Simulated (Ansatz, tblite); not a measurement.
# Si30H34 atom sphere (Si30H34): a ladder of methods and basis sets

Aim: run the singlet of Si30H34 atom sphere (Si30H34) at one geometry on many levels, and compare frontier levels, spin and run time.

Method: as each input shows; program: Ansatz 0.2.0, Gaussian basis.

The runs, in order: GFN1-xTB, GFN2-xTB, PBE-D4/def2-SVP, r2SCAN-D4/def2-SVP.

**1. The geometry**

The singlet was relaxed beforehand with PBE-D4/def2-SVP.

64 atoms, charge 0, spin multiplicity 1.

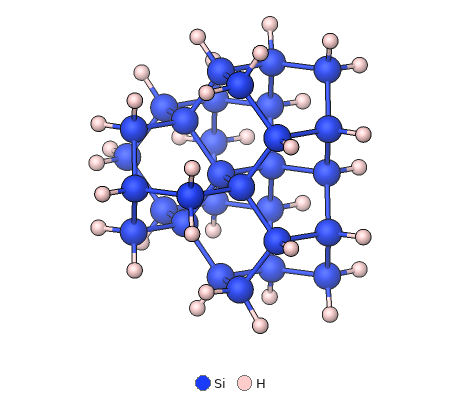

The geometry (silicon blue, hydrogen pink).

PBE0-D4/def2-SVP was run before; its log isn't repeated, and its numbers join the tables.

**2. GFN1-xTB**

Tight binding, by tblite at 300 K electronic temperature and without a spin-polarisation term:

```python
tblite.interface.Calculator('GFN1-xTB', numbers, positions, charge=0, uhf=0).singlepoint()
```

Energy -2000.6539 eV, HOMO -11.12 eV, LUMO -8.89 eV; 0.9 s.

**3. GFN2-xTB**

Tight binding, by tblite at 300 K electronic temperature and without a spin-polarisation term:

```python
tblite.interface.Calculator('GFN2-xTB', numbers, positions, charge=0, uhf=0).singlepoint()
```

Energy -1868.7426 eV, HOMO -8.58 eV, LUMO -6.01 eV; 1.4 s.

**4. PBE-D4/def2-SVP**

start.molden holds the orbitals of an earlier run on this state, given as this run's starting guess.

File in.yaml:

```yaml
crystal:
  periodic: [false, false, false]
  atoms:
    - {symbol: Si, position_ang: [0.000922, -4.390869, -1.347614]}
    - {symbol: Si, position_ang: [-1.907501, -3.312004, -0.494904]}
    - {symbol: Si, position_ang: [0.001608, -4.428550, 2.690859]}
    - {symbol: Si, position_ang: [-1.909364, -3.324309, 1.872878]}
    - {symbol: Si, position_ang: [-1.910985, -1.103746, -3.655368]}
    - {symbol: Si, position_ang: [-1.907246, -1.101842, -1.292986]}
    - {symbol: Si, position_ang: [-3.821785, 0.001934, -0.494446]}
    - {symbol: Si, position_ang: [-1.918016, -1.108368, 2.666505]}
    - {symbol: Si, position_ang: [-3.833320, 0.006280, 1.873314]}
    - {symbol: Si, position_ang: [-3.802800, 2.194257, -1.346824]}
    - {symbol: Si, position_ang: [-3.834790, 2.213041, 2.692196]}
    - {symbol: Si, position_ang: [1.909030, -3.311012, -0.495540]}
    - {symbol: Si, position_ang: [1.911754, -3.323310, 1.872263]}
    - {symbol: Si, position_ang: [1.910442, -1.101734, -3.655957]}
    - {symbol: Si, position_ang: [-0.000984, 0.001067, -4.470758]}
    - {symbol: Si, position_ang: [1.907213, -1.100837, -1.293585]}
    - {symbol: Si, position_ang: [-0.000170, -0.000066, -0.480372]}
    - {symbol: Si, position_ang: [1.919425, -1.107335, 2.665845]}
    - {symbol: Si, position_ang: [0.000277, 0.000010, 1.880675]}
    - {symbol: Si, position_ang: [-0.002571, 2.207573, -3.655546]}
    - {symbol: Si, position_ang: [-0.000975, 2.202471, -1.293200]}
    - {symbol: Si, position_ang: [-1.914401, 3.307874, -0.494193]}
    - {symbol: Si, position_ang: [0.000389, 2.215734, 2.666108]}
    - {symbol: Si, position_ang: [-1.923432, 3.316049, 1.873533]}
    - {symbol: Si, position_ang: [3.821712, 0.003442, -0.495662]}
    - {symbol: Si, position_ang: [3.833981, 0.008222, 1.872084]}
    - {symbol: Si, position_ang: [3.801275, 2.195286, -1.349198]}
    - {symbol: Si, position_ang: [1.912838, 3.308424, -0.496000]}
    - {symbol: Si, position_ang: [3.835327, 2.215403, 2.689860]}
    - {symbol: Si, position_ang: [1.922960, 3.317034, 1.871712]}
    - {symbol: H, position_ang: [0.001262, -5.853344, -0.975516]}
    - {symbol: H, position_ang: [0.000696, -4.284135, -2.853143]}
    - {symbol: H, position_ang: [-3.156555, -4.003288, -0.991065]}
    - {symbol: H, position_ang: [0.001930, -5.872251, 2.250291]}
    - {symbol: H, position_ang: [0.001837, -4.388994, 4.198897]}
    - {symbol: H, position_ang: [-3.158900, -4.027745, 2.350842]}
    - {symbol: H, position_ang: [-1.933607, -2.527687, -4.155746]}
    - {symbol: H, position_ang: [-3.157052, -0.414363, -4.155905]}
    - {symbol: H, position_ang: [-5.044749, -0.734493, -0.990625]}
    - {symbol: H, position_ang: [-1.896299, -1.096052, 4.177690]}
    - {symbol: H, position_ang: [-5.067019, -0.724589, 2.351238]}
    - {symbol: H, position_ang: [-3.709798, 2.140824, -2.852317]}
    - {symbol: H, position_ang: [-5.069742, 2.925148, -0.975422]}
    - {symbol: H, position_ang: [-5.085353, 2.934902, 2.252421]}
    - {symbol: H, position_ang: [-3.799950, 2.192678, 4.200229]}
    - {symbol: H, position_ang: [3.158369, -4.001468, -0.992127]}
    - {symbol: H, position_ang: [3.161766, -4.026205, 2.349781]}
    - {symbol: H, position_ang: [1.934906, -2.525364, -4.157125]}
    - {symbol: H, position_ang: [3.155544, -0.410461, -4.156291]}
    - {symbol: H, position_ang: [-0.001144, 0.000810, -5.982056]}
    - {symbol: H, position_ang: [1.898147, -1.094954, 4.177034]}
    - {symbol: H, position_ang: [-1.224753, 2.939312, -4.154876]}
    - {symbol: H, position_ang: [1.217098, 2.942225, -4.156715]}
    - {symbol: H, position_ang: [-1.888890, 4.735142, -0.990592]}
    - {symbol: H, position_ang: [0.001247, 2.191265, 4.177301]}
    - {symbol: H, position_ang: [-1.908072, 4.749935, 2.351371]}
    - {symbol: H, position_ang: [5.044654, -0.732784, -0.992196]}
    - {symbol: H, position_ang: [5.068085, -0.722136, 2.349735]}
    - {symbol: H, position_ang: [3.707150, 2.140675, -2.854587]}
    - {symbol: H, position_ang: [5.068057, 2.927231, -0.979338]}
    - {symbol: H, position_ang: [1.886653, 4.735592, -0.992642]}
    - {symbol: H, position_ang: [3.801555, 2.196132, 4.197923]}
    - {symbol: H, position_ang: [5.085380, 2.937289, 2.248660]}
    - {symbol: H, position_ang: [1.906733, 4.751026, 2.349184]}
basis:
  gaussian: {orbitals: def2-SVP, fitting: {mean_field: def2-universal-jkfit}, initial_orbitals: start.molden}
hamiltonian: {xc: pbe, dispersion: d4}
scf: {omitted_lower_state_checks: [starts]}
output: {orbitals: {seedname: orbitals}}
```

Started as:

```
$ ansatz run in.yaml --threads 4 --pin off --events-out ev --progress --plain --max-ram 46080MiB --backend cuda --devices 0, --max-vram 37GiB
```

The program printed:

```text
Functional definition: PBE
  name "PBE"
  cite "Perdew, Burke & Ernzerhof, Phys. Rev. Lett. 77, 3865 (1996) doi:10.1103/PhysRevLett.77.3865"
  parent pbe
  parameter kappa = 0.804
  parameter beta = 0.06672455060314922
  exchange = pbe_x(kappa = kappa, mu = beta*pi^2/3)
  correlation = pbe_c(beta = beta)
these checks for a lower state are left out or cut short: starts
4452 factors; integrals over basis functions are off by at most 3.1e-1 eV
mean field evaluation 1: about -236697.4140 eV, gradient 1.7e1 eV
mean field evaluation 2: about -236697.9969 eV, gradient 6.4e-1 eV
mean field evaluation 4: about -236697.9738 eV, gradient 3.0e-3 eV
mean field -236697.97375939 eV, -8698.4900960086 hartree, gradient 2.2e-5 eV, S^2 0.000000; 0 other end points of the search recorded, 0 dependent functions left out
reference -236697.97385618 eV, -8698.4900995656 hartree; 227, 227 occupied and 483, 483 virtual orbitals, 4452 factors
Total energy: -236703.67374519 eV, -8698.6995666232 hartree
Checks for a lower state left out: starts
```

It took 6.5 s on 1 × H100 (card shared with other runs) with 4 threads of AMD EPYC 7R13, shared host; peak host memory 1.3 GiB.

From the report: HOMO -5.89 eV, LUMO -2.42 eV.

**5. r2SCAN-D4/def2-SVP**

in.yaml: that of step 4 with these lines changed.

```diff
@@ -69,4 +69,4 @@
   gaussian: {orbitals: def2-SVP, fitting: {mean_field: def2-universal-jkfit}, initial_orbitals: start.molden}
-hamiltonian: {xc: pbe, dispersion: d4}
+hamiltonian: {xc: r2scan, dispersion: d4}
 scf: {omitted_lower_state_checks: [starts]}
-output: {orbitals: {seedname: orbitals}}
+output: {forces: true, orbitals: {seedname: orbitals}}
```

Launched as before.

The program printed (excerpt; [...] marks lines left out):

```text
Functional definition: r2SCAN
  name "r2SCAN"
  cite "Furness, Kaplan, Ning, Perdew & Sun, J. Phys. Chem. Lett. 11, 8208 (2020) doi:10.1021/acs.jpclett.0c02405"
  cite "Furness, Kaplan, Ning, Perdew & Sun, J. Phys. Chem. Lett. 11, 9248 (2020) doi:10.1021/acs.jpclett.0c03077"
  parent r2scan
[...]
4452 factors; integrals over basis functions are off by at most 3.1e-1 eV
[...]
mean field -236800.84012854 eV, -8702.2703653494 hartree, gradient 8.3e-6 eV, S^2 0.000000; 0 other end points of the search recorded, 0 dependent functions left out
[...]
reference -236800.84015815 eV, -8702.2703664378 hartree; 227, 227 occupied and 483, 483 virtual orbitals, 4452 factors
Total energy: -236802.53452955 eV, -8702.3326334381 hartree
Atom 0 at     0.000922    -4.390869    -1.347614 Å, force    -0.000082    -0.150166    -0.117797 eV/Å
[...]
Atom 55 at    -1.908072     4.749935     2.351371 Å, force    -0.002796    -0.163451    -0.055942 eV/Å
Atom 56 at     5.044654    -0.732784    -0.992196 Å, force    -0.137454     0.083546     0.056067 eV/Å
Atom 57 at     5.068085    -0.722136     2.349735 Å, force    -0.140002     0.084198    -0.055873 eV/Å
Atom 58 at     3.707150     2.140675    -2.854587 Å, force     0.018815     0.011057     0.176390 eV/Å
Atom 59 at     5.068057     2.927231    -0.979338 Å, force    -0.148345    -0.085649    -0.042849 eV/Å
Atom 60 at     1.886653     4.735592    -0.992642 Å, force     0.003496    -0.160715     0.056071 eV/Å
Atom 61 at     3.801555     2.196132     4.197923 Å, force     0.008814     0.005031    -0.170146 eV/Å
Atom 62 at     5.085380     2.937289     2.248660 Å, force    -0.146305    -0.084582     0.053004 eV/Å
Atom 63 at     1.906733     4.751026     2.349184 Å, force     0.003061    -0.163371    -0.055693 eV/Å
Dipole moment:     0.000073    -0.000061     0.012955 e Å
Checks for a lower state left out: starts
```

It took 11 s on 1 × H100 (card shared with other runs) with 4 threads of AMD EPYC 7R13, shared host; peak host memory 1.5 GiB.

From the report: HOMO -6.14 eV, LUMO -2.37 eV.

**6. Comparison**

```
             level  functions  HOMO (eV)  LUMO (eV)  gap (eV)   time
   PBE-D4/def2-SVP        710      -5.89      -2.42      3.46  6.5 s
r2SCAN-D4/def2-SVP        710      -6.14      -2.37      3.77   11 s
  PBE0-D4/def2-SVP        710      -6.82      -1.81      5.01   13 s
```

**7. Binding energy**

Free atoms were run apart at each level; binding is atoms less cluster, divided by the number of atoms, without zero-point or spin-orbit terms.

```
             level  binding an atom (eV)
   PBE-D4/def2-SVP                 3.410
r2SCAN-D4/def2-SVP                 3.408
  PBE0-D4/def2-SVP                 3.407
```

**8. Results**

```
                                                quantity                                value
gap in def2-SVP, named functionals, smallest and largest  3.46 eV (PBE-D4), 5.01 eV (PBE0-D4)
                binding an atom, functionals in def2-SVP   3.41 (PBE0-D4) to 3.41 eV (PBE-D4)
```

What this shows: Over the named functionals in def2-SVP the gap runs from 3.46 eV (PBE-D4) to 5.01 eV (PBE0-D4); exact exchange widens it.

The slowest run with a step of its own, r2SCAN-D4/def2-SVP, took 11 s; the quickest functional in def2-SVP took 6.5 s (shared host).
